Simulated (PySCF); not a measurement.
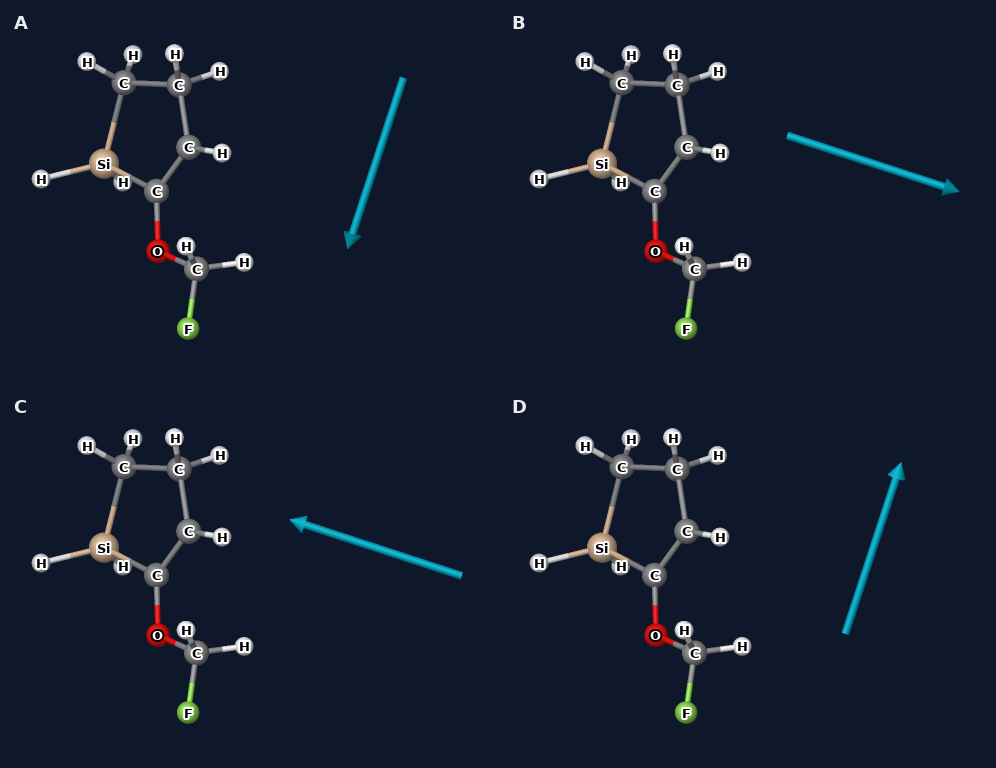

The same molecule four times, each with an arrow. The geometry was computed by an optimisation with GFN2-xTB. No frequency run is at hand to confirm it as a minimum. Method: PBE0/def2-SVPD, gas phase (PySCF 2.14.0).

Which arrow points along the dipole moment, from the negative to the positive end?

Answer. D. The dipole moment is 2.89 D.

The geometry is semi-empirical. Around Si such bond lengths and angles can be off by a tenth of an ångström or more and by several degrees, and values that hang on the shape move with them.
